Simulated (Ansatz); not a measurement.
# A small benchmark: atomisation enthalpy at 298 K

10 molecules, all hydrocarbons; the atomisation enthalpy at 298 K in kJ/mol, computed less measured. Shapes, held fixed at every level: PBE0-D4/def2-TZVP. Flexible molecules stand in one conformer, not always the lowest. Thermal terms are harmonic and unscaled (PBE0-D4/def2-TZVP); the spin-orbit lowering of the free atoms is taken from their spectra. Programs: Ansatz 0.2.0. Measured values: Active Thermochemical Tables, CRC Handbook of Chemistry and Physics.

Levels: A = HF/def2-SVP; B = HF/def2-TZVPP; C = BHLYP-D4/def2-TZVPP; D = CCSD(T)/def2-TZVPP.

| molecule | from tabulated heats | A | B | C | D |
| --- | --- | --- | --- | --- | --- |
| C2H4 (SMILES C=C) | 2253 | -548 | -569 | -54 | -54 |
| C3H3 (cyclopropenyl radical) | 2318 | -628 | -667 | -75 | -73 |
| C2H6 (ethane) | 2826 | -650 | -679 | -47 | -58 |
| C5H8 (methylenecyclobutane) | 5207 | -1288 | -1365 | -139 | -131 |
| C5H8 (1,4-pentadiene) | 5223 | -1283 | -1350 | -136 | -132 |
| C4H10 (isobutane) | 5183 | -1216 | -1280 | -103 | -113 |
| C5H10 (1,1-dimethylcyclopropane) | 5773 | -1391 | -1476 | -133 | -134 |
| C5H10 (SMILES CC=C(C)C) | 5806 | -1392 | -1469 | -131 | -137 |
| C6H10 (SMILES C=CCCC=C) | 6397 | -1564 | -1650 | -163 | -159 |
| C6H10 (3-methylcyclopentene) | 6474 | -1573 | -1668 | -166 | -158 |

(1) Which level does best on this set, which worst, and which err to one side?

Results:

(1) 
```csv
level,kind,mean error,mean absolute error,worst case
HF/def2-SVP,Hartree–Fock,-1153.3,1153.3,C6H10 (3-methylcyclopentene)
HF/def2-TZVPP,Hartree–Fock,-1217.3,1217.3,C6H10 (3-methylcyclopentene)
BHLYP-D4/def2-TZVPP,global hybrid,-114.7,114.7,C6H10 (3-methylcyclopentene)
CCSD(T)/def2-TZVPP,coupled cluster or CI,-114.9,114.9,"C6H10 (1,5-hexadiene)"
```

On this set BHLYP-D4/def2-TZVPP has the smallest mean absolute error and HF/def2-TZVPP the largest. HF/def2-SVP is too low in 10 of 10; HF/def2-TZVPP is too low in 10 of 10; BHLYP-D4/def2-TZVPP is too low in 10 of 10; CCSD(T)/def2-TZVPP is too low in 10 of 10. The smallest two are near a tie. The largest two are near a tie. For HF/def2-SVP and HF/def2-TZVPP and BHLYP-D4/def2-TZVPP and CCSD(T)/def2-TZVPP the error grows with the size of the molecule. Hartree–Fock lacks correlation and underbinds. Correlated wave functions converge slowly with the basis. Open shells run unrestricted. The set is small.

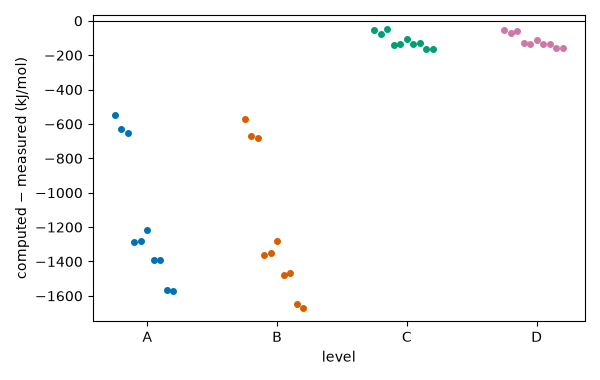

Errors of each level, one point a molecule.
